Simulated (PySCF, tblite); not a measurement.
**C₂H₂FO₃S radical: geometry, infrared bands and EPR parameters**

Aim: predict the infrared bands and EPR parameters of C₂H₂FO₃S radical (`[O]S(=O)(=O)/C=C\F`).

Programs: tblite 0.8.0 and PySCF 2.14.0, with density-fitted response routines of our own. Each step states its level of theory. These are calculated values for one molecule in the gas phase, unless marked as measured. Atoms are numbered from 0 throughout.

**1. The starting structure**

9 atoms, charge 0, multiplicity 2; geometry from: force field or distance geometry start.

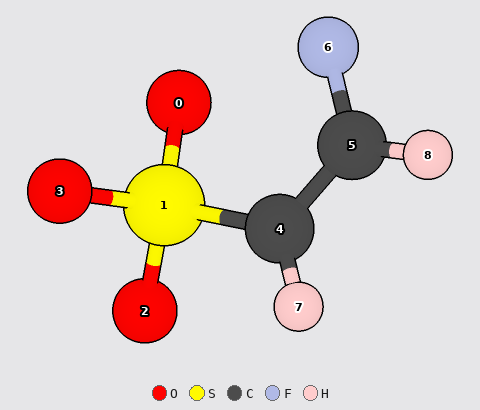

As it starts; oxygen red, sulfur yellow, carbon dark grey, fluorine light blue, hydrogen pink, atoms numbered.

**2. Optimising the geometry with GFN2-xTB**

What the job is given:

```
{"job": {"kind": "relax", "xc": "GFN2-xTB", "basis": "xTB"}, "charge": 0, "multiplicity": 2}
O     -1.165500     1.720800    -0.334800
S     -1.159500     0.128200     0.061300
O     -2.082700    -0.581400    -0.872400
O     -1.738900    -0.119000     1.444200
C      0.386600    -0.655500    -0.072600
C      1.471200     0.109300    -0.040000
F      1.274500     1.447600     0.118800
H      0.539500    -1.717200    -0.202900
H      2.488400    -0.326900    -0.126600
```

Started as:

```bash
$ OMP_NUM_THREADS=1 python probes_run.py task.json out
```

One launch serves the whole session: the jobs run in the order shown.

The program printed:

```text
step      E/eV     max force
  0    -688.31203    5.070
  1    -688.97838    3.152
  2    -689.20227    3.879
  3    -689.35188    1.048
  4    -689.46069    0.928
  5    -689.52524    1.485
  6    -689.57373    0.522
  7    -689.58474    0.432
  8    -689.61116    0.437
  9    -689.63003    0.524
 10    -689.63632    0.304
 11    -689.64299    0.264
 12    -689.64623    0.217
 13    -689.64836    0.129
 14    -689.64920    0.117
 15    -689.65014    0.102
 16    -689.65137    0.136
 17    -689.65283    0.151
 18    -689.65394    0.097
 19    -689.65454    0.060
 20    -689.65492    0.054
 21    -689.65529    0.074
 22    -689.65558    0.062
 23    -689.65582    0.047
 24    -689.65608    0.054
 25    -689.65642    0.060
 26    -689.65678    0.069
 27    -689.65700    0.042
 28    -689.65712    0.037
 29    -689.65725    0.045
 30    -689.65751    0.068
 31    -689.65796    0.103
 32    -689.65849    0.102
 33    -689.65885    0.059
 34    -689.65904    0.038
 35    -689.65916    0.040
 36    -689.65936    0.058
 37    -689.65964    0.072
 38    -689.66000    0.067
 39    -689.66047    0.076
 40    -689.66114    0.074
 41    -689.66204    0.096
 42    -689.66288    0.108
 43    -689.66341    0.083
 44    -689.66376    0.070
 45    -689.66416    0.074
 46    -689.66467    0.081
 47    -689.66614    0.097
 48    -689.66683    0.096
 49    -689.66803    0.118
 50    -689.66960    0.144
 51    -689.67137    0.173
 52    -689.67218    0.238
 53    -689.67417    0.116
 54    -689.67478    0.223
 55    -689.67645    0.079
 56    -689.67805    0.093
 57    -689.67935    0.092
 58    -689.68051    0.070
 59    -689.68085    0.069
 60    -689.68135    0.062
 61    -689.68229    0.106
 62    -689.68313    0.133
 63    -689.68425    0.116
 64    -689.68507    0.094
 65    -689.68557    0.054
 66    -689.68578    0.084
 67    -689.68600    0.054
 68    -689.68621    0.044
 69    -689.68642    0.028
 70    -689.68649    0.016
 71    -689.68650    0.013
 72    -689.68651    0.009
```

Run time: 0.28 s. Hardware: 1 thread of Arm Neoverse V2, shared host.

Along the way: (not every step is listed)

| step | energy from step 0 (eV) | largest force (eV/Å) |
| --- | --- | --- |
| 0 | 0.0000 | 5.0696 |
| 1 | -0.6663 | 3.1520 |
| 2 | -0.8902 | 3.8786 |
| 3 | -1.0399 | 1.0482 |
| 4 | -1.1487 | 0.9283 |
| 5 | -1.2132 | 1.4846 |
| 6 | -1.2617 | 0.5217 |
| 7 | -1.2727 | 0.4318 |
| 8 | -1.2991 | 0.4367 |
| 13 | -1.3363 | 0.1292 |
| 18 | -1.3419 | 0.0970 |
| 23 | -1.3438 | 0.0467 |
| 28 | -1.3451 | 0.0372 |
| 33 | -1.3468 | 0.0585 |
| 38 | -1.3480 | 0.0669 |
| 43 | -1.3514 | 0.0830 |
| 48 | -1.3548 | 0.0964 |
| 53 | -1.3621 | 0.1161 |
| 58 | -1.3685 | 0.0704 |
| 63 | -1.3722 | 0.1156 |
| 67 | -1.3740 | 0.0539 |
| 68 | -1.3742 | 0.0444 |
| 69 | -1.3744 | 0.0275 |
| 70 | -1.3745 | 0.0160 |
| 71 | -1.3745 | 0.0129 |
| 72 | -1.3745 | 0.0087 |

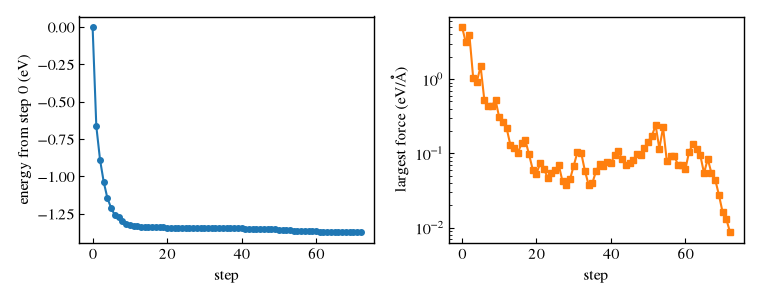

Energy and largest force along the relaxation.

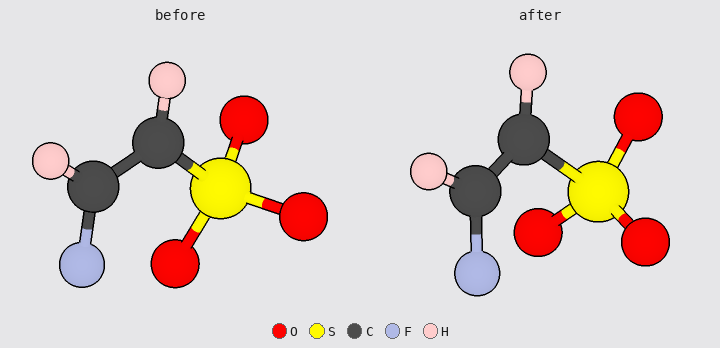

The geometry before (left) and after (right).

Close pairs (by a distance rule), those that changed most:

| bond | before (Å) | after (Å) | change (Å) |
| --- | --- | --- | --- |
| O0–S1 | 1.641 | 1.437 | -0.204 |
| S1–C4 | 1.739 | 1.886 | +0.148 |
| S1–O3 | 1.520 | 1.437 | -0.083 |
| S1–O2 | 1.493 | 1.440 | -0.053 |
| C5–F6 | 1.362 | 1.314 | -0.048 |
| C4–C5 | 1.328 | 1.306 | -0.021 |
| C5–H8 | 1.110 | 1.091 | -0.019 |
| C4–H7 | 1.081 | 1.069 | -0.012 |

The next job starts from the end point, and lists it.

**3. Vibrational analysis with GFN2-xTB**

What the job is given:

```
{"job": {"kind": "ir", "xc": "GFN2-xTB", "basis": "xTB"}, "charge": 0, "multiplicity": 2}
O     -1.140829     1.378733    -0.764112
S     -1.304770     0.193437     0.031616
O     -2.132813    -0.853793    -0.508058
O     -1.241000     0.310758     1.462505
C      0.372070    -0.612451    -0.278291
C      1.398265     0.099331     0.104863
F      1.299495     1.283872     0.664828
H      0.326061    -1.575775    -0.739137
H      2.437083    -0.218117     0.000607
```

The program printed:

```text
mode    cm-1     km/mol
  1      48.8      5.95
  2     124.9      0.15
  3     154.1      4.15
  4     189.1      0.30
  5     317.6      2.15
  6     425.4    130.31
  7     461.8     61.16
  8     467.6     66.64
  9     512.3    119.23
 10     630.9      0.90
 11     712.6     36.69
 12     768.8      1.45
 13     903.8     13.65
 14     976.3      5.97
 15    1139.2      1.18
 16    1164.9    299.36
 17    1167.2    196.06
 18    1190.0     24.27
 19    1701.3     63.10
 20    2946.7     29.93
 21    3175.9     28.29
```

Run time: 0.16 s. Hardware: 1 thread of Arm Neoverse V2, shared host.

Which atoms move in the most intense modes:

| cm⁻¹ | km/mol | atoms |
| --- | --- | --- |
| 425 | 130.3 | C4 24 %, C5 18 %, O2 16 %, O0 13 % |
| 462 | 61.2 | O3 36 %, O0 36 %, S1 17 % |
| 468 | 66.6 | O2 46 %, O0 19 %, O3 18 %, S1 16 % |
| 512 | 119.2 | S1 55 %, C5 15 %, C4 11 % |
| 713 | 36.7 | H7 79 %, C4 17 % |
| 1165 | 299.4 | O2 27 %, S1 27 %, C5 12 %, F6 12 % |
| 1167 | 196.1 | S1 40 %, O0 31 %, O3 28 % |
| 1701 | 63.1 | C5 56 %, C4 40 % |

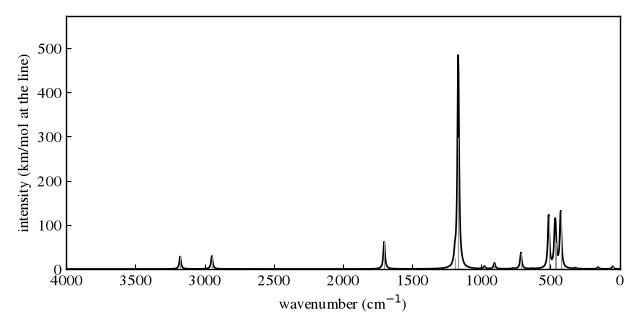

The infrared spectrum from these modes, unscaled. Lines are broadened to a width of 14 cm⁻¹ (Lorentzian).

**4. g tensor and hyperfine couplings: B3LYP/pcH-1**

Settings changed since step 3:

```diff
@@ -1,2 +1,2 @@
-{"job": {"kind": "ir", "xc": "GFN2-xTB", "basis": "xTB"}, "charge": 0, "multiplicity": 2}
+{"job": {"kind": "epr", "basis": "pcH-1"}, "charge": 0, "multiplicity": 2}
 O     -1.140829     1.378733    -0.764112
```

Method: UKS B3LYP, pcH-1 on C F H O S, non-relativistic, mean-field spin-orbit, GIAO.

The program printed:

```text
UKS, coarse grid
  cycle   1  E = -800.48179164  |g| = 1.08e+00
  cycle   2  E = -797.12948828  |g| = 2.76e+00
  cycle   3  E = -800.78367434  |g| = 4.46e-01
  cycle   4  E = -800.81734633  |g| = 4.36e-01
  cycle   5  E = -800.88227557  |g| = 2.70e-01
  cycle   6  E = -800.89857010  |g| = 1.93e-01
  cycle   7  E = -800.91619374  |g| = 8.24e-02
  cycle   8  E = -800.92028033  |g| = 2.58e-02
  cycle   9  E = -800.92052681  |g| = 2.27e-02
  cycle  10  E = -800.92073155  |g| = 1.64e-02
  cycle  11  E = -800.92088294  |g| = 1.38e-02
  cycle  12  E = -800.92100349  |g| = 9.80e-03
  cycle  13  E = -800.92112563  |g| = 4.53e-03
  cycle  14  E = -800.92115983  |g| = 1.67e-03
  cycle  15  E = -800.92116171  |g| = 5.36e-04
UKS, final grid
  cycle   1  E = -800.92113380  |g| = 7.49e-04
  cycle   2  E = -800.92113332  |g| = 1.52e-03
  cycle   3  E = -800.92113409  |g| = 3.78e-04
  cycle   4  E = -800.92113417  |g| = 1.73e-04
  cycle   5  E = -800.92113423  |g| = 1.18e-04
  cycle   6  E = -800.92113427  |g| = 1.55e-04
  cycle   7  E = -800.92113429  |g| = 9.40e-05
  cycle   8  E = -800.92113429  |g| = 8.58e-05
  cycle   9  E = -800.92113430  |g| = 3.28e-05
  cycle  10  E = -800.92113430  |g| = 1.87e-05
E = -800.92113430 Eh   <S^2> = 0.7577 (exact 0.7500)
g shifts (ppm)      1          2          3
  rmc          -318       -318       -318
  gc             38         21         34
  oz_so        6225      11804      59549
  total        5949      11511      59265
hyperfine (MHz)  atom isotope    a_iso     a_fc   dipolar eigenvalues
    0   17O     -12.53     -12.53   -111.62     53.10     58.53
    1   33S     -17.51     -17.51     -1.12     -0.17      1.29
    2   17O      -9.82      -9.82    -80.65     39.03     41.63
    3   17O     -12.60     -12.60   -111.86     53.22     58.63
    4   13C      -1.78      -1.78     -9.15     -8.24     17.39
    5   13C       1.14       1.14     -7.09     -5.96     13.04
    6   19F      19.52      19.52    -69.98    -67.24    137.22
    7    1H      -7.42      -7.42     -2.64     -2.13      4.77
    8    1H      -5.93      -5.93     -3.84     -1.81      5.66
```

It took 42 s on 1 thread of Arm Neoverse V2, shared host; peak memory 0.71 GiB.

Principal g values 2.00827, 2.01383, 2.06158; g(iso) = 2.02789, against 2.00232 for a free electron. They are not to be trusted: the run shows nearly degenerate orbitals, where second-order g theory doesn't apply.

Mean a(iso) over the nuclei that a row names, and the largest dipolar term of the row (other rows stand at the frozen geometry):

| nuclei | isotope | a(iso) (MHz) | a(iso) (G, at g = 2.0023) | largest dipolar term (MHz) |
| --- | --- | --- | --- | --- |
| F6 | 19F | 19.5 | 7.0 | 137.2 |
| S1 | 33S | -17.5 | -6.2 | 1.3 |
| O0, O2, O3 | 17O | -11.6 | -4.2 | -111.9 |
| H7 | 1H | -7.4 | -2.6 | 4.8 |
| H8 | 1H | -5.9 | -2.1 | 5.7 |
| C4 | 13C | -1.8 | -0.6 | 17.4 |
| C5 | 13C | 1.1 | 0.4 | 13.0 |

Mulliken spin populations:

| atom | value (e) |
| --- | --- |
| O0 | 0.35 |
| S1 | -0.13 |
| O2 | 0.25 |
| O3 | 0.35 |
| C4 | 0.09 |
| C5 | 0.07 |
| F6 | 0.03 |
| H7 | 0.00 |
| H8 | 0.00 |

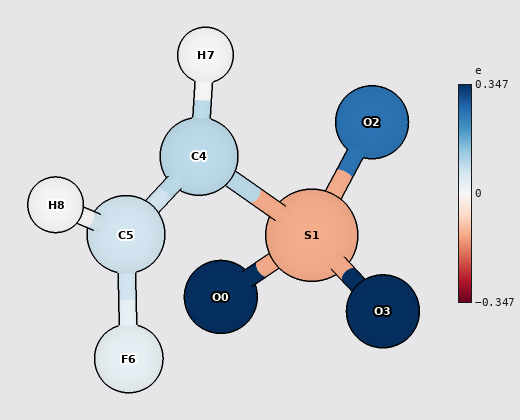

Mulliken spin populations, as colours on the atoms.

The fields below are evaluated on a grid from the run's orbitals.

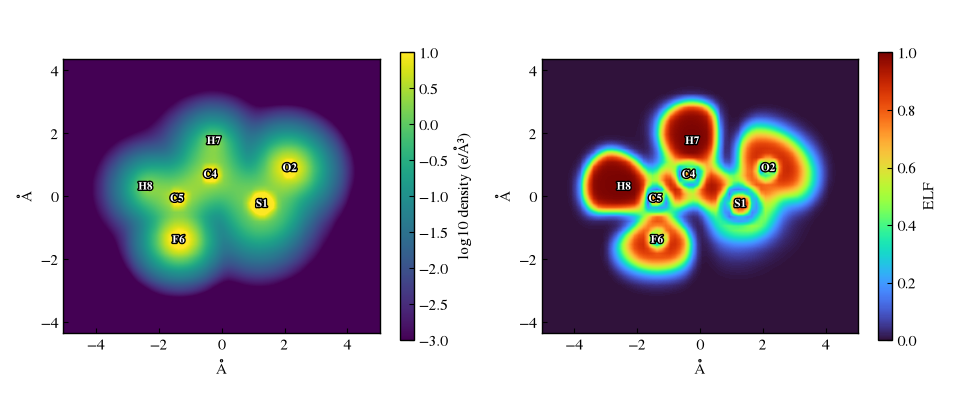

Density (left) and ELF (right) in a plane through or near 7 of the atoms.

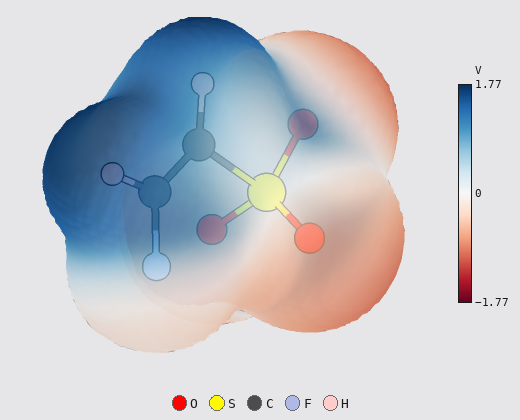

The potential that a unit positive charge feels on the 0.002 e/bohr³ surface, from -1.03 V near O2 to 1.77 V near H8.

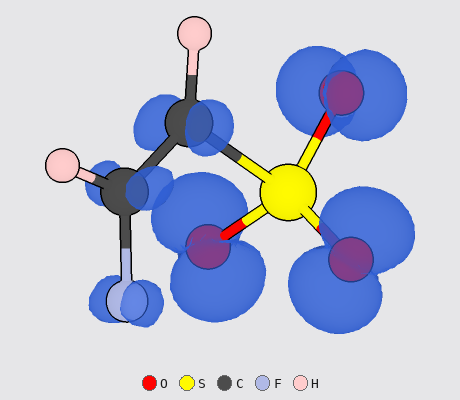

Spin density at ±0.05 e/Å³ (alpha excess blue, beta excess red).

**5. Summary of results**

| quantity | value |
| --- | --- |
| strongest single infrared mode (GFN2-xTB) | 1165 cm⁻¹, 299 km/mol |
| zero-point energy (GFN2-xTB) | 27.4 kcal/mol |
| g(iso) (B3LYP) | 2.02789 |
| ⟨S²⟩ | 0.758 (exact 0.75) |
| largest a(iso) (averaged by class) | 19F on F6, 19.5 MHz |
| potential on the surface of density 0.002 e/bohr³, 1st and 99th percentile | -1.03 V and 1.77 V |
| property runs in this session | 1, of which 0 failed and 1 gave unsound results |

What this shows: Over 72 steps the energy fell by 1.374 eV; of the close pairs, O0–S1 changed most, 1.641 to 1.437 Å. No mode is imaginary among the 21: a minimum at this level. Unscaled tight-binding wavenumbers are off by several per cent, some by more. Its intensities can rank the bands wrongly. The largest spin populations lie on O3 (0.35 e), O0 (0.35 e), O2 (0.25 e). The isotropic g lies 25.6 ppt above the free-electron value. These values are not to be trusted: the run shows nearly degenerate orbitals, where second-order g theory doesn't apply. The conformer search found further structures of the same energy, which may be mirror or relabelled copies of this one.
